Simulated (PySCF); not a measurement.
H₅AlCl₂O₄Si₂, SMILES [OH][Al]([OH])[O][SiH2]O[SiH](Cl)Cl, singlet, PBE0/def2-SVP optimised geometry. Atoms within 1.6 Å of the plane z = 0.0 Å (x, y, z in Å): Si1 (-1.65, -0.85, 0.00), Cl2 (-2.27, 1.18, 0.00), O4 (-0.03, -0.85, 0.00), Si5 (1.31, 0.17, -0.23), O6 (0.79, 1.52, -0.98), H10 (-2.28, -1.52, -1.14), H11 (1.85, 0.48, 1.12), H12 (2.28, -0.61, -1.04).

Computed with PBE0/def2-TZVP (PySCF). Cells within 0.4 Å of a nucleus heavier than hydrogen are left out (blank, or x).

Map of the deformation density (molecule minus spherical neutral atoms) (e/bohr³) on the plane z = 0.0 Å:

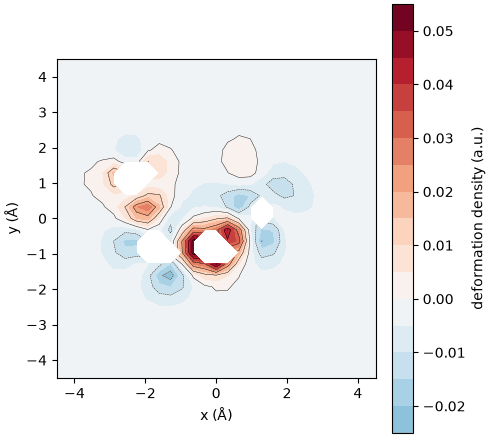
Fig. 1. Deformation density (molecule minus spherical neutral atoms) (e/bohr³) on the plane z = 0.0 Å.
